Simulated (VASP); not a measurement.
Band structure of La (dhcp). Method: LDA (Ceperley-Alder, Perdew-Zunger), VASP's LDA PAW potentials (set 64) (plane waves; VASP).

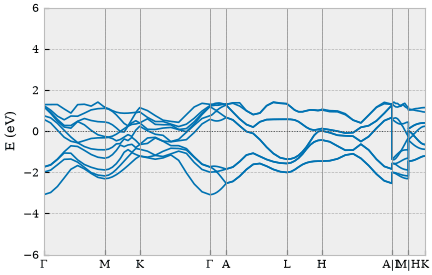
Figure. Bands along high-symmetry lines, zero at the valence-band maximum or, without a gap, the Fermi level

Read the plot: is there a gap, and where are the band edges?

It has no gap at this level: it comes out as a metal or semimetal. (Edges off the drawn lines would not show.)

The compound is La in the dhcp structure. It was relaxed first, which changed the volume by -14 %.
